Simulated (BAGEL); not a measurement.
# NEVPT2(6,5)/6-31G(d) (density fitting with cc-pvqz-jkfit, spherical functions) run of PH (SMILES [PH])

Aim: the vertical ionisation energy of PH at NEVPT2(6,5)/6-31G* (density fitting with cc-pvqz-jkfit, spherical functions), from 2 runs. 

The results are computed with BAGEL 1.2.2.

2 further runs of the same task are left out: 2 set aside as unsound or not needed.

## Step 1: The structure to begin with

PH: 2 atoms, total charge 0, spin state triplet. As SMILES, `[PH]`. The coordinates come from a PBE0-D4/def2-TZVP relaxation.

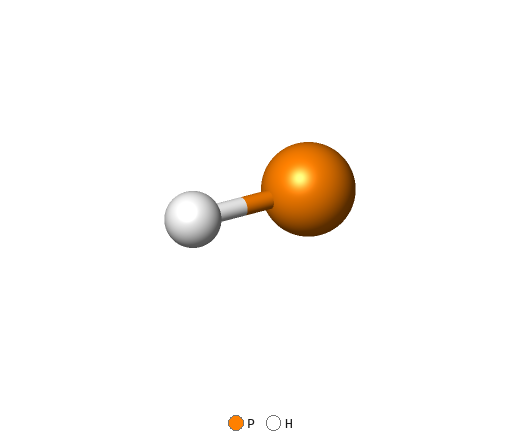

Viewed from a chosen angle; phosphorus orange, hydrogen white.

## Step 2: A single-point energy at NEVPT2(6,5)/6-31G(d) (density fitting with cc-pvqz-jkfit, spherical functions)

The input, calc.json:

```json
{ "bagel": [

{
  "title": "molecule",
  "basis": "6-31gs.json",
  "df_basis": "cc-pvqz-jkfit",
  "angstrom": true,
  "geometry": [
    { "atom": "P", "xyz": [       0.000000,       0.000000,      -0.014610 ] },
    { "atom": "H", "xyz": [       0.000000,       0.000000,       1.413680 ] }
  ]
},

{
  "title": "hf"
},

{
  "title": "casscf",
  "nstate": 1,
  "nact": 5,
  "nclosed": 5,
  "charge": 0,
  "nspin": 2,
  "maxiter": 200,
  "natocc": true
},

{
  "title": "nevpt2",
  "nstate": 1,
  "nact": 5,
  "nclosed": 5,
  "charge": 0,
  "nspin": 2,
  "maxiter": 200,
  "natocc": true,
  "ncore": 5
},

{
  "title": "print",
  "file": "orbitals.molden",
  "orbitals": true
}

]}
```

The basis set 6-31G* is read from a file made from the Basis Set Exchange's data (not shown).

Run with:

```sh
$ BAGEL_NUM_THREADS=1 BAGEL calc.json > calc.out
```

The log of the run:

```text
* using 1 threads per process

  ===============================================================
  ===============================================================

  *** Geometry ***

  { "atom" : "P", "xyz" : [      0.000000,      0.000000,     -0.027609 ] },
  { "atom" : "H", "xyz" : [      0.000000,      0.000000,      2.671468 ] },

  Number of auxiliary basis functions:      199

  Since a DF basis is specified, we compute 2- and 3-index integrals:
    o Being stored without compression. Storage requirement is 0.001 GB

  Number of basis functions:       20
  Number of electrons      :       16

    * METHOD: MOLECULE                             0.02

  *** RHF ***

  === Nuclear Repulsion ===
     5.5574555308

      * DIIS with orbital gradients will be used.

  === RHF iteration (6-31gs.json) ===
      0       -341.18082364          0.01056765           0.00
      1       -341.18786988          0.00240640           0.00
      2       -341.18843317          0.00042323           0.00
      3       -341.18845086          0.00005333           0.00
      4       -341.18845125          0.00000780           0.00
      5       -341.18845126          0.00000064           0.00
      6       -341.18845126          0.00000009           0.00
      7       -341.18845126          0.00000001           0.00
      8       -341.18845126          0.00000000           0.00
    * SCF iteration converged.

    * Permanent dipole moment:
           (    0.000000,     0.000000,    -0.275100) a.u.

    * METHOD: HF                                   0.03

  ---------------------------
      CASSCF calculation
  ---------------------------

    * nstate   :      1
    * nclosed  :      5
    * nact     :      5
    * nvirt    :     10
  === CASSCF iteration (6-31gs.json) ===

    * Using the second-order algorithm

      0  0      -341.25551412     1.68e-02      0.00

      1  0      -341.27750818     1.61e-03      0.01

      2  0      -341.27812178     3.16e-04      0.01

      3  0      -341.27819644     2.21e-04      0.01

      4  0      -341.27823306     1.50e-04      0.01

      5  0      -341.27825004     9.95e-05      0.01

      6  0      -341.27825757     6.51e-05      0.01

      7  0      -341.27826079     4.22e-05      0.01

      8  0      -341.27826215     2.72e-05      0.01

      9  0      -341.27826271     1.74e-05      0.01

     10  0      -341.27826294     1.11e-05      0.01

     11  0      -341.27826304     7.11e-06      0.01

     12  0      -341.27826307     4.53e-06      0.01

     13  0      -341.27826309     2.88e-06      0.01
[... 13 lines of this table left out ...]
     20  0      -341.27826310     1.21e-07      0.01

     21  0      -341.27826310     7.71e-08      0.01

     22  0      -341.27826310     4.90e-08      0.01

     23  0      -341.27826310     3.12e-08      0.01

     24  0      -341.27826310     1.98e-08      0.01

     25  0      -341.27826310     1.26e-08      0.01

     26  0      -341.27826310     8.04e-09      0.01

    * Second-order optimization converged. *

     guess   0:   closed 11...                open ..11.

  === FCI iteration ===

      0  0      -341.25740016     2.13e-02      0.00
      1  0      -341.27791451     2.72e-03      0.00
      2  0      -341.27824543     5.04e-04      0.00
      3  0      -341.27826291     5.09e-05      0.00
      4  0      -341.27826309     1.18e-05      0.00
      5  0      -341.27826310     2.11e-06      0.00
      6  0      -341.27826310     2.45e-07      0.00
      7  0      -341.27826310     8.05e-09      0.00
      8  0 *    -341.27826310     3.17e-15      0.00

     * ci vector, state   0, <S^2> = 2.0000
       22aa.     0.9900309498
       2.aa2    -0.1111547008

    * METHOD: CASSCF                               0.24

    * freezing 5 orbitals

  === DF-NEVPT2 calculation ===

    * 3-index integral transformation done
    * assembly done

      NEVPT2 correlation energy:   -0.0578502411      0.00

          (+0)      0.0000000000
          (+0)'     0.0000000000
          (+1)      0.0000000000
          (+1)'     0.0000000000
          (+2)      0.0000000000
          (-1)      0.0000000000
          (-1)'    -0.0314370579
          (-2)     -0.0264131832

      NEVPT2 total energy:       -341.3361133416

    * METHOD: NEVPT2                               0.03

    * METHOD: PRINT                                0.00

  ===============================================================
```

Wall time 0.46 s (1 thread of Arm Neoverse V2, shared host).

## Step 3: The doublet cation, same level

The input, input.json:

```json
{ "bagel": [

{
  "title": "molecule",
  "basis": "6-31gs.json",
  "df_basis": "cc-pvqz-jkfit",
  "angstrom": true,
  "geometry": [
    { "atom": "P", "xyz": [    0.000000,    0.000000,   -0.014610 ] },
    { "atom": "H", "xyz": [    0.000000,    0.000000,    1.413680 ] }
  ]
},
{
  "title": "hf",
  "charge": 2
},
{
  "title": "casscf",
  "nstate": 1,
  "nact": 5,
  "nclosed": 5,
  "charge": 1,
  "nspin": 1,
  "maxiter": 200,
  "natocc": true
},
{
  "title": "nevpt2",
  "nstate": 1,
  "nact": 5,
  "nclosed": 5,
  "charge": 1,
  "nspin": 1,
  "maxiter": 200,
  "natocc": true,
  "ncore": 5
},
{
  "title": "print",
  "file": "orbitals.molden",
  "orbitals": true
}

]}
```

The basis set 6-31G* is read from a file made from the Basis Set Exchange's data (not shown).

Run with:

```sh
$ BAGEL_NUM_THREADS=1 BAGEL input.json > input.out
```

The log of the run:

```text
* using 1 threads per process

  ===============================================================
  ===============================================================

  *** Geometry ***

  { "atom" : "P", "xyz" : [      0.000000,      0.000000,     -0.027609 ] },
  { "atom" : "H", "xyz" : [      0.000000,      0.000000,      2.671468 ] },

  Number of auxiliary basis functions:      199

  Since a DF basis is specified, we compute 2- and 3-index integrals:
    o Being stored without compression. Storage requirement is 0.001 GB

  Number of basis functions:       20
  Number of electrons      :       16

    * METHOD: MOLECULE                             0.02

  *** RHF ***

  === Nuclear Repulsion ===
     5.5574555308

      * DIIS with orbital gradients will be used.

  === RHF iteration (6-31gs.json) ===
      0       -340.14822186          0.02551226           0.00
      1       -340.22423601          0.00478197           0.00
      2       -340.22599038          0.00061968           0.00
      3       -340.22602586          0.00009350           0.00
      4       -340.22602687          0.00000566           0.00
      5       -340.22602687          0.00000053           0.00
      6       -340.22602687          0.00000007           0.00
      7       -340.22602687          0.00000001           0.00
    * SCF iteration converged.

    * Permanent dipole moment:
           (    0.000000,     0.000000,    -0.448612) a.u.

    * METHOD: HF                                   0.03

  ---------------------------
      CASSCF calculation
  ---------------------------

    * nstate   :      1
    * nclosed  :      5
    * nact     :      5
    * nvirt    :     10
  === CASSCF iteration (6-31gs.json) ===

    * Using the second-order algorithm

      0  0      -340.91124100     3.06e-02      0.00

      1  0      -340.93929490     2.79e-03      0.01

      2  0      -340.94093493     5.41e-04      0.01

      3  0      -340.94109099     2.48e-04      0.01

      4  0      -340.94113634     1.37e-04      0.01

      5  0      -340.94114988     7.60e-05      0.01

      6  0      -340.94115377     4.14e-05      0.01

      7  0      -340.94115486     2.21e-05      0.01

      8  0      -340.94115516     1.17e-05      0.01

      9  0      -340.94115525     6.13e-06      0.01

     10  0      -340.94115527     3.21e-06      0.01

     11  0      -340.94115527     1.67e-06      0.01

     12  0      -340.94115528     8.73e-07      0.01

     13  0      -340.94115528     4.55e-07      0.01

     14  0      -340.94115528     2.37e-07      0.01

     15  0      -340.94115528     1.23e-07      0.01

     16  0      -340.94115528     6.43e-08      0.01

     17  0      -340.94115528     3.35e-08      0.01

     18  0      -340.94115528     1.74e-08      0.01

     19  0      -340.94115528     9.25e-09      0.01

    * Second-order optimization converged. *

     guess   0:   closed 11...                open ..1..

  === FCI iteration ===

      0  0      -340.90252970     1.98e-02      0.00
      1  0      -340.93889289     5.42e-03      0.00
      2  0      -340.94111140     6.87e-04      0.00
      3  0      -340.94115241     1.78e-04      0.00
      4  0      -340.94115520     2.74e-05      0.00
      5  0      -340.94115527     6.14e-06      0.00
      6  0      -340.94115528     7.07e-07      0.00
      7  0      -340.94115528     8.21e-08      0.00
      8  0      -340.94115528     1.04e-08      0.00
      9  0      -340.94115528     2.46e-09      0.00
     10  0      -340.94115528     4.01e-10      0.00
     11  0 *    -340.94115528     3.07e-11      0.00

     * ci vector, state   0, <S^2> = 0.7500
       22a..    -0.9785295896
       2.a2.    -0.1580553161
       .2a.2    -0.0746427481
       2.a.2    -0.0545969676

    * METHOD: CASSCF                               0.17

    * freezing 5 orbitals

  === DF-NEVPT2 calculation ===

    * 3-index integral transformation done
    * assembly done

      NEVPT2 correlation energy:   -0.0389998322      0.00

          (+0)      0.0000000000
          (+0)'     0.0000000000
          (+1)      0.0000000000
          (+1)'     0.0000000000
          (+2)      0.0000000000
          (-1)      0.0000000000
          (-1)'    -0.0247541386
          (-2)     -0.0142456936

      NEVPT2 total energy:       -340.9801551087

    * METHOD: NEVPT2                               0.03

    * METHOD: PRINT                                0.00

  ===============================================================
```

Wall time 0.4 s (1 thread of Arm Neoverse V2, shared host).

## Step 4: Summary of results

At NEVPT2(6,5)/6-31G* (density fitting with cc-pvqz-jkfit, spherical functions), 5 core orbitals frozen:

| quantity | value |
| --- | --- |
| triplet PH: total energy | -341.33611 Eh |
| doublet cation: total energy | -340.98016 Eh |
| vertical ionisation energy (to the doublet cation) | 9.686 eV |

In words: Removing an electron at fixed nuclei costs 9.69 eV (935 kJ/mol).
